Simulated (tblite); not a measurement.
# Geometry relaxation, with input and output: BSi$_{2}$H$_{5}$Cl$_{2}$ (part 4 of 4)

Continued. System: BSi$_{2}$H$_{5}$Cl$_{2}$, SMILES [SiH3][SiH2]B(Cl)Cl. Method: GFN2-xTB geometry optimisation, gas phase (tblite 0.8.0). 

Geometry of the input (Å):
```
Si -1.6298  -0.0854  0.0367
Si 0.3838  0.7867  -0.2717
B  1.7357  -0.5858  0.1636
Cl 1.7447  -2.1392  -0.8152
Cl 2.9269  -0.3050  1.5316
H  -2.6670  0.9406  -0.2799
H  -1.8177  -1.2292  -0.8617
H  -1.7854  -0.5030  1.4441
H  0.5610  1.2035  -1.6463
H  0.5655  1.9262  0.6538
```

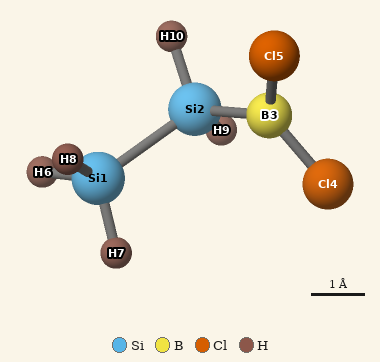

Figure 1. The geometry at step 71 of the log (ball-and-stick view, seen at a tilt; atoms are numbered from 1 in the order of the input).

Trajectory as extended XYZ, continued:
```
10
Properties=species:S:1:pos:R:3:forces:R:3 step=62 energy=-445.61830
Si   -1.7184   -0.0534    0.0963   -0.0040  -0.0120   0.0120
Si    0.4404    0.7089   -0.3172    0.0190  -0.0130  -0.0080
B     1.8599   -0.5926    0.1337   -0.0690   0.0340  -0.0290
Cl    2.3643   -1.8189   -0.9678    0.0020  -0.0380  -0.0530
Cl    2.5912   -0.6200    1.6925    0.0240   0.0000   0.0820
H    -2.7185    0.9747   -0.1944    0.0140  -0.0040  -0.0040
H    -2.0737   -1.2274   -0.7057    0.0170   0.0050   0.0040
H    -1.9024   -0.4351    1.4996   -0.0010  -0.0080  -0.0040
H     0.5369    1.1224   -1.7251   -0.0060  -0.0020  -0.0040
H     0.6380    1.9506    0.4430    0.0030   0.0380   0.0020
10
Properties=species:S:1:pos:R:3:forces:R:3 step=63 energy=-445.61853
Si   -1.7190   -0.0541    0.0966    0.0010  -0.0060   0.0070
Si    0.4405    0.7081   -0.3158    0.0100  -0.0020   0.0000
B     1.8594   -0.5927    0.1348   -0.0320   0.0110  -0.0190
Cl    2.3619   -1.8202   -0.9693   -0.0080  -0.0130  -0.0210
Cl    2.5985   -0.6161    1.6924    0.0050  -0.0050   0.0400
H    -2.7157    0.9765   -0.1962    0.0100  -0.0040  -0.0020
H    -2.0749   -1.2270   -0.7065    0.0160   0.0020   0.0010
H    -1.9067   -0.4368    1.4989    0.0000  -0.0070   0.0000
H     0.5362    1.1206   -1.7242   -0.0050  -0.0020  -0.0010
H     0.6376    1.9508    0.4442    0.0020   0.0270  -0.0050
10
Properties=species:S:1:pos:R:3:forces:R:3 step=64 energy=-445.61868
Si   -1.7184   -0.0547    0.0961    0.0040  -0.0030   0.0030
Si    0.4409    0.7098   -0.3144    0.0050   0.0010   0.0020
B     1.8579   -0.5926    0.1356   -0.0140   0.0030  -0.0130
Cl    2.3524   -1.8256   -0.9674   -0.0120  -0.0030  -0.0080
Cl    2.6053   -0.6118    1.6904   -0.0040  -0.0070   0.0200
H    -2.7155    0.9752   -0.1977    0.0090  -0.0040  -0.0010
H    -2.0718   -1.2272   -0.7086    0.0160   0.0010   0.0010
H    -1.9074   -0.4390    1.4975    0.0000  -0.0080   0.0030
H     0.5365    1.1226   -1.7227   -0.0050  -0.0020   0.0000
H     0.6378    1.9526    0.4461    0.0010   0.0220  -0.0070
10
Properties=species:S:1:pos:R:3:forces:R:3 step=65 energy=-445.61903
Si   -1.7152   -0.0561    0.0938    0.0090   0.0000  -0.0060
Si    0.4427    0.7172   -0.3114   -0.0040   0.0020   0.0020
B     1.8526   -0.5926    0.1364    0.0180  -0.0130   0.0020
Cl    2.3227   -1.8431   -0.9602   -0.0190   0.0240   0.0210
Cl    2.6173   -0.6022    1.6855   -0.0210  -0.0130  -0.0210
H    -2.7185    0.9678   -0.1998    0.0100  -0.0030   0.0000
H    -2.0589   -1.2289   -0.7147    0.0140   0.0020   0.0030
H    -1.9028   -0.4445    1.4939   -0.0040  -0.0100   0.0100
H     0.5386    1.1321   -1.7190   -0.0050  -0.0020  -0.0020
H     0.6392    1.9596    0.4504    0.0010   0.0130  -0.0090
10
Properties=species:S:1:pos:R:3:forces:R:3 step=66 energy=-445.61925
Si   -1.7121   -0.0560    0.0926    0.0080   0.0000  -0.0050
Si    0.4440    0.7226   -0.3125   -0.0040   0.0000  -0.0030
B     1.8488   -0.5930    0.1350    0.0190  -0.0130   0.0090
Cl    2.3117   -1.8506   -0.9569   -0.0210   0.0320   0.0250
Cl    2.6105   -0.6032    1.6861   -0.0200  -0.0150  -0.0270
H    -2.7237    0.9607   -0.1977    0.0160  -0.0010  -0.0020
H    -2.0498   -1.2304   -0.7163    0.0130   0.0030   0.0060
H    -1.8929   -0.4445    1.4935   -0.0080  -0.0130   0.0100
H     0.5405    1.1394   -1.7192   -0.0050  -0.0020  -0.0060
H     0.6408    1.9644    0.4502    0.0030   0.0100  -0.0070
10
Properties=species:S:1:pos:R:3:forces:R:3 step=67 energy=-445.61940
Si   -1.7092   -0.0561    0.0913    0.0060  -0.0010   0.0030
Si    0.4450    0.7273   -0.3132   -0.0020   0.0030  -0.0070
B     1.8456   -0.5932    0.1339    0.0080  -0.0020   0.0120
Cl    2.3008   -1.8572   -0.9526   -0.0180   0.0240   0.0110
Cl    2.6051   -0.6042    1.6852   -0.0110  -0.0140  -0.0110
H    -2.7278    0.9543   -0.1959    0.0180   0.0020  -0.0040
H    -2.0413   -1.2316   -0.7181    0.0110   0.0000   0.0080
H    -1.8844   -0.4448    1.4932   -0.0100  -0.0160   0.0060
H     0.5421    1.1460   -1.7190   -0.0050  -0.0010  -0.0100
H     0.6419    1.9688    0.4502    0.0040   0.0050  -0.0070
10
Properties=species:S:1:pos:R:3:forces:R:3 step=68 energy=-445.61946
Si   -1.7079   -0.0565    0.0907    0.0060  -0.0020   0.0080
Si    0.4453    0.7293   -0.3128   -0.0010   0.0070  -0.0070
B     1.8445   -0.5929    0.1338    0.0010   0.0050   0.0120
Cl    2.2935   -1.8607   -0.9499   -0.0150   0.0160   0.0010
Cl    2.6060   -0.6033    1.6836   -0.0060  -0.0120   0.0000
H    -2.7284    0.9520   -0.1961    0.0160   0.0040  -0.0050
H    -2.0374   -1.2321   -0.7194    0.0090  -0.0020   0.0070
H    -1.8825   -0.4459    1.4926   -0.0100  -0.0150   0.0030
H     0.5426    1.1487   -1.7184   -0.0050  -0.0020  -0.0110
H     0.6421    1.9707    0.4508    0.0040   0.0010  -0.0070
10
Properties=species:S:1:pos:R:3:forces:R:3 step=69 energy=-445.61955
Si   -1.7063   -0.0570    0.0902    0.0070  -0.0050   0.0150
Si    0.4457    0.7316   -0.3122    0.0020   0.0110  -0.0080
B     1.8434   -0.5922    0.1340   -0.0100   0.0130   0.0110
Cl    2.2840   -1.8646   -0.9466   -0.0100   0.0050  -0.0120
Cl    2.6077   -0.6024    1.6815    0.0010  -0.0100   0.0150
H    -2.7280    0.9497   -0.1967    0.0130   0.0070  -0.0060
H    -2.0325   -1.2326   -0.7209    0.0070  -0.0040   0.0050
H    -1.8812   -0.4481    1.4919   -0.0100  -0.0140  -0.0010
H     0.5428    1.1516   -1.7176   -0.0050  -0.0020  -0.0120
H     0.6423    1.9733    0.4513    0.0040  -0.0010  -0.0080
10
Properties=species:S:1:pos:R:3:forces:R:3 step=70 energy=-445.61973
Si   -1.7038   -0.0578    0.0904    0.0060  -0.0090   0.0210
Si    0.4464    0.7352   -0.3117    0.0060   0.0140  -0.0080
B     1.8417   -0.5910    0.1345   -0.0210   0.0200   0.0080
Cl    2.2711   -1.8687   -0.9430   -0.0040  -0.0070  -0.0250
Cl    2.6088   -0.6024    1.6796    0.0090  -0.0070   0.0300
H    -2.7268    0.9468   -0.1976    0.0080   0.0110  -0.0050
H    -2.0251   -1.2334   -0.7224    0.0050  -0.0070   0.0030
H    -1.8802   -0.4518    1.4914   -0.0080  -0.0100  -0.0070
H     0.5426    1.1548   -1.7173   -0.0040  -0.0030  -0.0100
H     0.6430    1.9774    0.4510    0.0040  -0.0020  -0.0070
10
Properties=species:S:1:pos:R:3:forces:R:3 step=71 energy=-445.62004
Si   -1.6996   -0.0588    0.0922    0.0030  -0.0140   0.0250
Si    0.4475    0.7405   -0.3123    0.0100   0.0140  -0.0070
B     1.8391   -0.5888    0.1351   -0.0340   0.0270   0.0060
Cl    2.2585   -1.8698   -0.9412    0.0030  -0.0200  -0.0380
Cl    2.6032   -0.6072    1.6808    0.0170  -0.0030   0.0430
H    -2.7241    0.9432   -0.1978    0.0020   0.0130  -0.0030
H    -2.0147   -1.2345   -0.7226    0.0020  -0.0090   0.0020
H    -1.8785   -0.4567    1.4923   -0.0040  -0.0030  -0.0150
H     0.5415    1.1573   -1.7190   -0.0040  -0.0040  -0.0080
H     0.6447    1.9841    0.4475    0.0030  -0.0010  -0.0050
10
Properties=species:S:1:pos:R:3:forces:R:3 step=72 energy=-445.62050
Si   -1.6942   -0.0592    0.0974   -0.0020  -0.0150   0.0220
Si    0.4491    0.7459   -0.3167    0.0130   0.0080  -0.0050
B     1.8359   -0.5865    0.1349   -0.0410   0.0300   0.0080
Cl    2.2608   -1.8601   -0.9470    0.0110  -0.0290  -0.0440
Cl    2.5787   -0.6237    1.6908    0.0190   0.0000   0.0440
H    -2.7203    0.9404   -0.1950   -0.0020   0.0130   0.0000
H    -2.0048   -1.2359   -0.7177    0.0000  -0.0110   0.0010
H    -1.8742   -0.4597    1.4969    0.0020   0.0040  -0.0210
H     0.5386    1.1558   -1.7259   -0.0030  -0.0040  -0.0030
H     0.6482    1.9923    0.4371    0.0020   0.0050  -0.0010
10
Properties=species:S:1:pos:R:3:forces:R:3 step=73 energy=-445.62105
Si   -1.6876   -0.0578    0.1092   -0.0080  -0.0100   0.0090
Si    0.4511    0.7490   -0.3296    0.0140  -0.0050   0.0020
B     1.8324   -0.5846    0.1324   -0.0250   0.0120   0.0310
Cl    2.3035   -1.8246   -0.9701    0.0150  -0.0130  -0.0150
Cl    2.5111   -0.6655    1.7198    0.0020  -0.0020  -0.0160
H    -2.7154    0.9400   -0.1842   -0.0040   0.0120   0.0040
H    -2.0008   -1.2372   -0.7013   -0.0010  -0.0140   0.0020
H    -1.8636   -0.4550    1.5101    0.0110   0.0090  -0.0240
H     0.5326    1.1442   -1.7437   -0.0020  -0.0040   0.0070
H     0.6545    2.0010    0.4125   -0.0020   0.0150   0.0020
10
Properties=species:S:1:pos:R:3:forces:R:3 step=74 energy=-445.62117
Si   -1.6890   -0.0574    0.1109   -0.0080  -0.0030  -0.0020
Si    0.4507    0.7463   -0.3305    0.0050  -0.0060   0.0000
B     1.8324   -0.5856    0.1329   -0.0090  -0.0020   0.0090
Cl    2.3204   -1.8157   -0.9763    0.0040   0.0050   0.0060
Cl    2.5026   -0.6703    1.7229    0.0030  -0.0070  -0.0130
H    -2.7150    0.9424   -0.1823   -0.0030   0.0120   0.0030
H    -2.0067   -1.2364   -0.6987    0.0020  -0.0120   0.0050
H    -1.8651   -0.4514    1.5121    0.0110   0.0040  -0.0160
H     0.5318    1.1380   -1.7457   -0.0020  -0.0020   0.0090
H     0.6556    1.9994    0.4097   -0.0030   0.0120  -0.0010
10
Properties=species:S:1:pos:R:3:forces:R:3 step=75 energy=-445.62121
Si   -1.6905   -0.0574    0.1098   -0.0060   0.0020  -0.0090
Si    0.4505    0.7444   -0.3303   -0.0040  -0.0020   0.0030
B     1.8331   -0.5864    0.1329   -0.0030  -0.0060   0.0000
Cl    2.3250   -1.8159   -0.9758   -0.0010   0.0070   0.0040
Cl    2.5057   -0.6685    1.7211    0.0050  -0.0060   0.0000
H    -2.7155    0.9441   -0.1822    0.0000   0.0100   0.0020
H    -2.0113   -1.2364   -0.6988    0.0040  -0.0090   0.0060
H    -1.8657   -0.4493    1.5113    0.0090  -0.0010  -0.0080
H     0.5322    1.1376   -1.7448   -0.0020  -0.0010   0.0050
H     0.6542    1.9971    0.4117   -0.0030   0.0070  -0.0040
10
Properties=species:S:1:pos:R:3:forces:R:3 step=76 energy=-445.62123
Si   -1.6905   -0.0570    0.1107   -0.0050   0.0040  -0.0120
Si    0.4507    0.7436   -0.3326   -0.0070  -0.0010   0.0070
B     1.8331   -0.5866    0.1320    0.0030  -0.0110   0.0060
Cl    2.3352   -1.8103   -0.9787   -0.0030   0.0110   0.0070
Cl    2.4957   -0.6746    1.7249    0.0010  -0.0050  -0.0090
H    -2.7154    0.9450   -0.1801    0.0010   0.0080   0.0010
H    -2.0136   -1.2369   -0.6958    0.0040  -0.0080   0.0060
H    -1.8631   -0.4469    1.5128    0.0080  -0.0030  -0.0050
H     0.5317    1.1362   -1.7472   -0.0010  -0.0010   0.0040
H     0.6538    1.9967    0.4091   -0.0020   0.0050  -0.0060
10
Properties=species:S:1:pos:R:3:forces:R:3 step=77 energy=-445.62126
Si   -1.6901   -0.0570    0.1108   -0.0020   0.0070  -0.0130
Si    0.4508    0.7440   -0.3334   -0.0090   0.0020   0.0090
B     1.8325   -0.5866    0.1318    0.0030  -0.0100   0.0060
Cl    2.3375   -1.8085   -0.9792   -0.0030   0.0080   0.0020
Cl    2.4912   -0.6776    1.7260    0.0020  -0.0040  -0.0050
H    -2.7152    0.9451   -0.1791    0.0010   0.0070   0.0010
H    -2.0130   -1.2376   -0.6946    0.0030  -0.0070   0.0050
H    -1.8610   -0.4463    1.5130    0.0070  -0.0040  -0.0010
H     0.5314    1.1361   -1.7481    0.0000  -0.0010   0.0030
H     0.6536    1.9976    0.4079   -0.0020   0.0020  -0.0080
10
Properties=species:S:1:pos:R:3:forces:R:3 step=78 energy=-445.62133
Si   -1.6891   -0.0566    0.1116    0.0020   0.0070  -0.0090
Si    0.4508    0.7450   -0.3354   -0.0080   0.0060   0.0080
B     1.8306   -0.5867    0.1319    0.0000  -0.0020   0.0050
Cl    2.3444   -1.8016   -0.9818   -0.0010   0.0000  -0.0060
Cl    2.4778   -0.6869    1.7299    0.0050  -0.0020   0.0050
H    -2.7144    0.9456   -0.1765   -0.0010   0.0040  -0.0020
H    -2.0108   -1.2394   -0.6910   -0.0010  -0.0050   0.0020
H    -1.8563   -0.4453    1.5142    0.0050  -0.0030   0.0030
H     0.5304    1.1347   -1.7508    0.0020  -0.0010   0.0020
H     0.6543    2.0005    0.4029   -0.0030  -0.0030  -0.0080
10
Properties=species:S:1:pos:R:3:forces:R:3 step=79 energy=-445.62135
Si   -1.6892   -0.0562    0.1118    0.0020   0.0040  -0.0040
Si    0.4505    0.7448   -0.3357   -0.0040   0.0050   0.0050
B     1.8302   -0.5869    0.1323   -0.0020   0.0010   0.0020
Cl    2.3484   -1.7978   -0.9836    0.0000  -0.0020  -0.0070
Cl    2.4730   -0.6907    1.7316    0.0060  -0.0020   0.0080
H    -2.7141    0.9466   -0.1756   -0.0020   0.0020  -0.0030
H    -2.0105   -1.2402   -0.6893   -0.0020  -0.0020   0.0000
H    -1.8552   -0.4449    1.5147    0.0040  -0.0020   0.0030
H     0.5298    1.1331   -1.7515    0.0020  -0.0020   0.0020
H     0.6548    2.0015    0.4003   -0.0030  -0.0020  -0.0050
```

Results in brief:

```json
{"quantity": "outcome", "value": "converged"}
{"quantity": "total energy", "value": "−445.6214 eV"}
{"quantity": "hardware", "value": "1 CPU thread, shared host"}
{"quantity": "wall time", "value": "0.54 s"}
{"quantity": "peak memory", "value": "0.19 GiB"}
```
